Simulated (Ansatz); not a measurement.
Run report: AlH3Cl2O, nudged elastic band

System: AlH3Cl2O.
Method: RKS PBE0-D4/def2-SVP (Ansatz 0.2.0).

Figures and captions count atoms from 1; the log counts them from 0 in places.

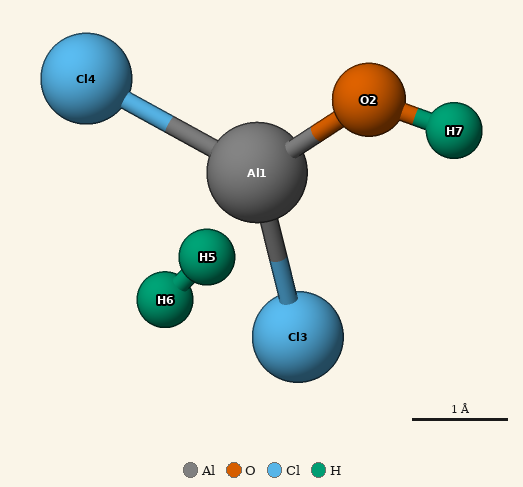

**Figure 1.** The structure as given in the input (ball-and-stick view, seen at an oblique angle; atoms are numbered from 1 in the order of the input). Sticks mark near contacts.

### Input file
```yaml
crystal:
  periodic: [false, false, false]
  atoms:
    - {symbol: Al, position_ang: [-0.383746, -0.140854, -0.500115]}
    - {symbol: O, position_ang: [0.754456, 1.042935, -0.866030]}
    - {symbol: Cl, position_ang: [0.076842, -2.171208, -0.646936]}
    - {symbol: Cl, position_ang: [-2.361059, 0.436455, -0.232331]}
    - {symbol: H, position_ang: [0.335954, 0.305124, 1.612396]}
    - {symbol: H, position_ang: [-0.068209, -0.311046, 1.778052]}
    - {symbol: H, position_ang: [1.645762, 0.838594, -1.144938]}
basis:
  gaussian: {orbitals: def2-SVP}
hamiltonian: {xc: pbe0, dispersion: d4}
neb:
  images: 5
  climbing: true
  max_iterations: 40
  initial_path: idpp
  final_atoms:
    - {symbol: Al, position_ang: [-0.652005, -0.446899, 0.245276]}
    - {symbol: O, position_ang: [0.746370, 0.859687, -0.237263]}
    - {symbol: Cl, position_ang: [0.159282, -1.994966, -0.976231]}
    - {symbol: Cl, position_ang: [-2.429171, 0.426925, -0.473533]}
    - {symbol: H, position_ang: [1.246238, 1.236894, 0.495765]}
    - {symbol: H, position_ang: [-0.436904, -0.533335, 1.803827]}
    - {symbol: H, position_ang: [1.366188, 0.451694, -0.857742]}
```

Machine: 3 CPU threads, shared host.

Launch command:
```bash
ansatz run in.yaml --threads 3 --pin off --events-out ev --progress --plain --max-ram 6092MiB
```

### The program's output
```
Functional definition: PBE0
  name "PBE0"
  cite "Adamo & Barone, J. Chem. Phys. 110, 6158 (1999) doi:10.1063/1.478522"
  cite "Perdew, Burke & Ernzerhof, Phys. Rev. Lett. 77, 3865 (1996) doi:10.1103/PhysRevLett.77.3865"
  parent pbe
  parameter a = 0.25
  parameter kappa = 0.804
  parameter beta = 0.06672455060314922
  exchange = (1 - a)*pbe_x(kappa = kappa, mu = beta*pi^2/3) + a*exact_x
  correlation = pbe_c(beta = beta)
813 factors; integrals over basis functions are off by at most 3.0e-4 eV
mean field evaluation 1: about -33712.9238 eV, gradient 5.1e1 eV
mean field evaluation 2: about -33701.7701 eV, gradient 9.1e1 eV
mean field evaluation 4: about -33717.6271 eV, gradient 2.7e0 eV
mean field evaluation 8: about -33717.6455 eV, gradient 1.3e-2 eV
mean field -33717.64550261 eV, -1239.1006175798 hartree, gradient 3.4e-5 eV, S^2 0.000000; 0 other end points of the search recorded, 0 dependent functions left out
the calculation of the forces begins
reference -33717.64552806 eV, -1239.1006185152 hartree; 29, 29 occupied and 54, 54 virtual orbitals, 813 factors
816 factors; integrals over basis functions are off by at most 9.9e-4 eV
mean field evaluation 16: about -33713.8113 eV, gradient 4.8e1 eV
mean field -33717.76097698 eV, -1239.1048611849 hartree, gradient 1.2e-5 eV, S^2 0.000000; 0 other end points of the search recorded, 0 dependent functions left out
[... from here on the field's lines of each further geometry are left out, up to the last ...]
WARN: NEB end point (image 0): max|allowed force component| = 3.316e-1 eV/Å (the criterion of neb.relax_end_points is 1.000e-2). That is over neb.f_tol: it is no minimum, so the barrier can be far off. Relax it first
WARN: NEB end point (image 6): max|allowed force component| = 1.838e-1 eV/Å (the criterion of neb.relax_end_points is 1.000e-2). That is over neb.f_tol: it is no minimum, so the barrier can be far off. Relax it first
NEB iter   1: max|band force component| = 3.633e0 eV/Å  barrier→ = 3.3471 eV  barrier← = 3.4584 eV  Δτ_max = 0.2000 Å  (170 SCF iters)
NEB iter   2: max|band force component| = 2.645e0 eV/Å  barrier→ = 2.1601 eV  barrier← = 2.2714 eV  Δτ_max = 0.2000 Å  (137 SCF iters)
NEB iter   3: max|band force component| = 8.534e0 eV/Å  barrier→ = 1.1597 eV  barrier← = 1.2710 eV  Δτ_max = 0.1015 Å  (132 SCF iters)
NEB iter   4: max|band force component| = 1.554e0 eV/Å  barrier→ = 0.8735 eV  barrier← = 0.9847 eV  Δτ_max = 0.1581 Å  (124 SCF iters)
NEB iter   5: max|band force component| = 8.977e-1 eV/Å  barrier→ = 0.8245 eV  barrier← = 0.9357 eV  Δτ_max = 0.0756 Å  (122 SCF iters)
NEB iter   6: max|band force component| = 4.125e-1 eV/Å  barrier→ = 0.7444 eV  barrier← = 0.8557 eV  CI = image 3  Δτ_max = 0.0368 Å  (115 SCF iters)
NEB iter   7: max|band force component| = 1.397e-1 eV/Å  barrier→ = 0.7508 eV  barrier← = 0.8621 eV  CI = image 3  Δτ_max = 0.0374 Å  (111 SCF iters)
NEB iter   8: max|band force component| = 9.612e-2 eV/Å  barrier→ = 0.7486 eV  barrier← = 0.8598 eV  CI = image 3  Δτ_max = 0.0459 Å  (113 SCF iters)
NEB iter   9: max|band force component| = 1.374e-1 eV/Å  barrier→ = 0.7454 eV  barrier← = 0.8566 eV  CI = image 3  Δτ_max = 0.0230 Å  (114 SCF iters)
NEB iter  10: max|band force component| = 8.733e-2 eV/Å  barrier→ = 0.7437 eV  barrier← = 0.8549 eV  CI = image 3  Δτ_max = 0.0317 Å  (115 SCF iters)
the calculation of the forces begins
reference -33716.94225943 eV, -1239.0747738697 hartree; 29, 29 occupied and 54, 54 virtual orbitals, 817 factors
these checks for a lower state are left out or cut short: stability, starts, cluster_reference, orbital_swaps, neighbouring_geometries, increment
817 factors; integrals over basis functions are off by at most 1.2e-3 eV
mean field -33717.26218347 eV, -1239.0865308612 hartree, gradient 1.4e-6 eV, S^2 0.000000; 0 other end points of the search recorded, 0 dependent functions left out
the calculation of the forces begins
reference -33717.26220976 eV, -1239.0865318276 hartree; 29, 29 occupied and 54, 54 virtual orbitals, 817 factors
NEB iter  11: max|band force component| = 2.810e-2 eV/Å  barrier→ = 0.7426 eV  barrier← = 0.8538 eV  CI = image 3  Δτ_max = 0.0000 Å  (800 SCF iters)
```

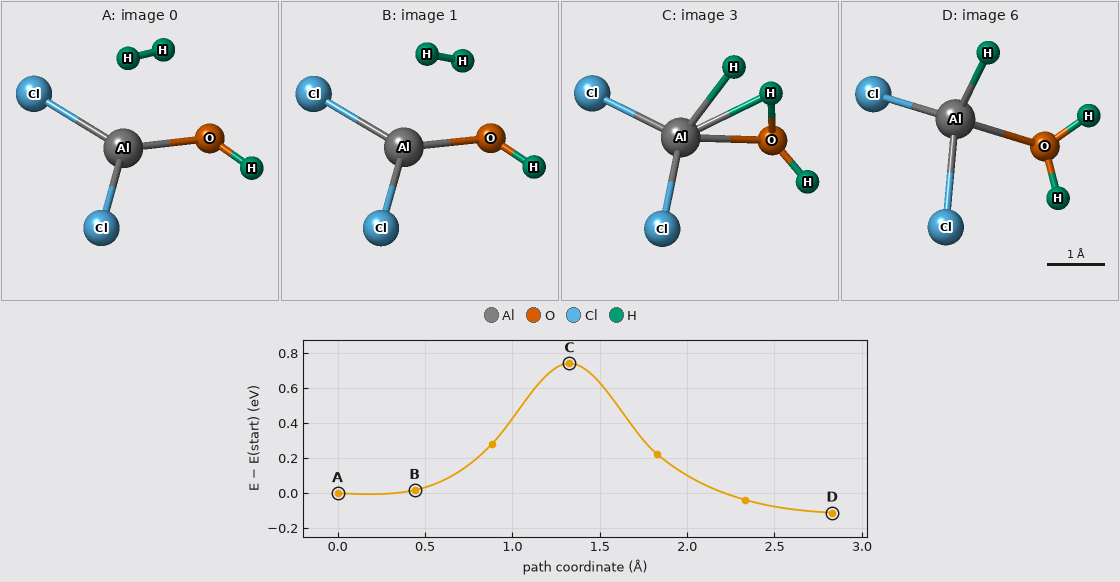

**Figure 2.** Images of the last band (counted from 0; ball-and-stick, seen at a tilt) above the energy along the path; the line is a cubic interpolation that uses the forces. The highest image is number 3, 0.743 eV above the start and 0.854 eV above the end (the climbing image); the end lies 0.111 eV below the start. The path is 2.83 Å long. The band converged in 11 iterations. The end points carry forces over 0.1 eV/Å, so they aren't fully relaxed minima and the barriers are approximate.

```
Total energy: -33717.04462992 eV, -1239.0785359160 hartree
Atom 0 at    -0.548311    -0.336474    -0.125902 Å, force     0.015729     0.012200     0.007398 eV/Å
Atom 1 at     0.758437     0.933229    -0.290817 Å, force    -0.014618    -0.025180    -0.004433 eV/Å
Atom 2 at     0.037387    -2.225126    -0.829346 Å, force    -0.002512    -0.002674    -0.003915 eV/Å
Atom 3 at    -2.510787     0.328624    -0.400477 Å, force    -0.003996     0.000578    -0.000915 eV/Å
Atom 4 at     0.640486     0.531842     0.894921 Å, force    -0.001114     0.004724     0.010577 eV/Å
Atom 5 at     0.025617    -0.056569     1.508473 Å, force     0.005310     0.004317    -0.015570 eV/Å
Atom 6 at     1.597171     0.824475    -0.756754 Å, force     0.001201     0.006036     0.006857 eV/Å
Dipole moment:     0.620706     0.235105     0.059801 e Å
```

### The last band as extended XYZ (Å, eV, eV/Å)
```
7
Properties=species:S:1:pos:R:3:forces:R:3 image=0 energy=-33717.78717
Al   -0.3837   -0.1409   -0.5001   -0.1569  -0.1360   0.1007
O     0.7545    1.0429   -0.8660    0.0787   0.1954   0.0064
Cl    0.0768   -2.1712   -0.6469    0.0201  -0.1472  -0.0045
Cl   -2.3611    0.4365   -0.2323   -0.1446   0.0396   0.0093
H     0.3360    0.3051    1.6124    0.2277   0.3316  -0.1109
H    -0.0682   -0.3110    1.7781   -0.2142  -0.3223   0.0609
H     1.6458    0.8386   -1.1449    0.1892   0.0390  -0.0619
7
Properties=species:S:1:pos:R:3:forces:R:3 image=1 energy=-33717.76895
Al   -0.4286   -0.2091   -0.4374    0.0260   0.0275  -0.0761
O     0.7291    0.9975   -0.7331    0.0023   0.0229  -0.1114
Cl    0.0203   -2.2406   -0.6787    0.0128   0.0050   0.0343
Cl   -2.4278    0.3532   -0.2430    0.0229   0.0112   0.0321
H     0.4693    0.3770    1.3626   -0.0378  -0.0420   0.1260
H    -0.0005   -0.1184    1.7220   -0.0417  -0.0379   0.0555
H     1.6382    0.8403   -0.9923    0.0155   0.0133  -0.0606
7
Properties=species:S:1:pos:R:3:forces:R:3 image=2 energy=-33717.50479
Al   -0.4759   -0.2599   -0.2937    0.1844   0.1969  -0.4514
O     0.7327    0.9577   -0.5084   -0.0421   0.0769  -0.4606
Cl    0.0148   -2.2475   -0.7396   -0.0143  -0.0122   0.1080
Cl   -2.4830    0.3181   -0.3102    0.0787  -0.0136   0.1244
H     0.5375    0.4393    1.1308   -0.2968  -0.2760   0.6514
H     0.0686   -0.0238    1.5992    0.0377   0.0081   0.2171
H     1.6052    0.8160   -0.8780    0.0524   0.0199  -0.1888
7
Properties=species:S:1:pos:R:3:forces:R:3 image=3 energy=-33717.04460
Al   -0.5483   -0.3365   -0.1259    0.0157   0.0122   0.0074
O     0.7584    0.9332   -0.2908   -0.0146  -0.0252  -0.0044
Cl    0.0374   -2.2251   -0.8293   -0.0025  -0.0027  -0.0039
Cl   -2.5108    0.3286   -0.4005   -0.0040   0.0006  -0.0009
H     0.6405    0.5318    0.8949   -0.0011   0.0047   0.0106
H     0.0256   -0.0566    1.5085    0.0053   0.0043  -0.0156
H     1.5972    0.8245   -0.7568    0.0012   0.0060   0.0069
7
Properties=species:S:1:pos:R:3:forces:R:3 image=4 energy=-33717.56353
Al   -0.6268   -0.4293    0.0272   -0.1651  -0.1511   0.2992
O     0.7571    0.9343   -0.2188   -0.0165  -0.0230   0.1013
Cl    0.0712   -2.1815   -0.9233    0.0325   0.0398  -0.1000
Cl   -2.5082    0.3425   -0.5042   -0.0069   0.0174  -0.1065
H     0.8771    0.7527    0.7522    0.4528   0.4276  -0.3082
H    -0.1605   -0.2265    1.5639   -0.2624  -0.2497   0.0764
H     1.5899    0.8078   -0.6969   -0.0344  -0.0610   0.0378
7
Properties=species:S:1:pos:R:3:forces:R:3 image=5 energy=-33717.82399
Al   -0.6563   -0.4667    0.1248   -0.0229  -0.0184   0.0667
O     0.7470    0.9013   -0.1822   -0.0047  -0.0218   0.0124
Cl    0.1451   -2.0955   -0.9810    0.0353   0.0460  -0.0300
Cl   -2.4646    0.3557   -0.5928    0.0242   0.0099  -0.0376
H     1.0950    0.9929    0.7182    0.1445   0.1484  -0.0240
H    -0.3610   -0.4029    1.6817   -0.1126  -0.1018   0.0721
H     1.4950    0.7152   -0.7687   -0.0637  -0.0622  -0.0597
7
Properties=species:S:1:pos:R:3:forces:R:3 image=6 energy=-33717.89844
Al   -0.6639   -0.4630    0.1728   -0.0600  -0.0447   0.0843
O     0.7528    0.8756   -0.1379   -0.1838   0.0165  -0.0308
Cl    0.2556   -1.9442   -1.0550    0.0836  -0.0470  -0.0714
Cl   -2.3904    0.4315   -0.6383   -0.1227   0.0677  -0.0647
H     1.1909    1.2206    0.6486    0.1202   0.0669   0.1121
H    -0.5678   -0.6231    1.7374    0.0231   0.0049   0.0638
H     1.4228    0.5027   -0.7275    0.1396  -0.0643  -0.0934
```

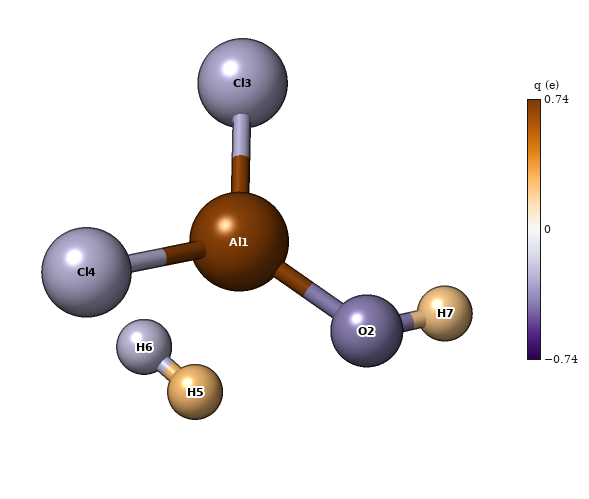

**Figure 3.** Mulliken charges, as the colour of each atom (ball-and-stick view, seen at a tilt; atoms are numbered from 1 in the order of the input). By element: Al +0.70, O −0.40, Cl −0.29 to −0.27 and H −0.23 to +0.26 e.

### Key numbers

```csv
quantity,value
outcome,converged
"barrier, forward",0.743 eV
"barrier, backward",0.854 eV
dipole moment (one image of the band),3.20 D
wall time,95 s (CPU time 4 min)
peak memory,0.48 GiB
```
